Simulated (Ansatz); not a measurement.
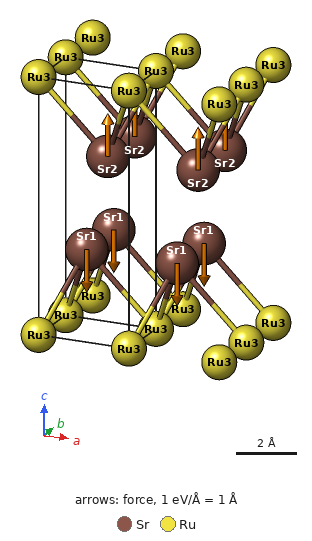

Starting geometry of a crystal of Sr$_{2}$Ru (a generated structure, set up in P-3m1) (coarse preliminary run) with the computed forces as orange arrows. Style: ball-and-stick. Shown: the cell of the calculation, repeated 2 × 2 × 1 with one cell outlined, slightly off an axis.

Level of theory: DFT PBE, scalar-relativistic, plane waves, PAW in Ansatz 0.2.0. (plane-wave cutoff 420 eV; k-point mesh 6 × 6 × 2; occupations gaussian; smearing width 0.1 eV; no spin polarisation; cell and atoms relaxed; force threshold 0.04 eV/Å; at most 70 steps)

**What follows when this structure is relaxed?**

It isn't relaxed: the largest force vector, on Sr atoms, is 1.47 eV/Å. The atoms end up moving mostly along the starting forces (cosine between the two patterns 1.00). The largest moves relative to the cell, 0.42 Å, are those of Sr1 and Sr2. Sr2 goes along +c. Ru stays in place. The drawn cell changes as follows: a = b 4.097 → 3.858 Å (−5.8 %), c 8.715 → 8.098 Å (−7.1 %); the volume changes by −17.6 %. Near-neighbour distances that change, for instance: Sr1–Ru3 3.511 → 2.988 Å. Among the angles between lasting bonds that change: Sr1–Ru3–Sr2 108.6° → 99.6°, Sr1–Ru3–Sr1 71.4° → 80.4°, Ru3–Sr1–Ru3 71.4° → 80.4°. The space group stays P-3m1 (No. 164). After 4 accepted moves (5 points after the start) the energy has fallen by 1.352 eV per cell of the calculation. The largest force component goes from 1.5 to 0.0094 eV/Å. The pressure goes from −5.24 to −0.13 GPa. At 1 point the geometry stayed and the basis and grid were re-selected for the new cell (energy shift of 1.7 meV per cell of the calculation at most each time).
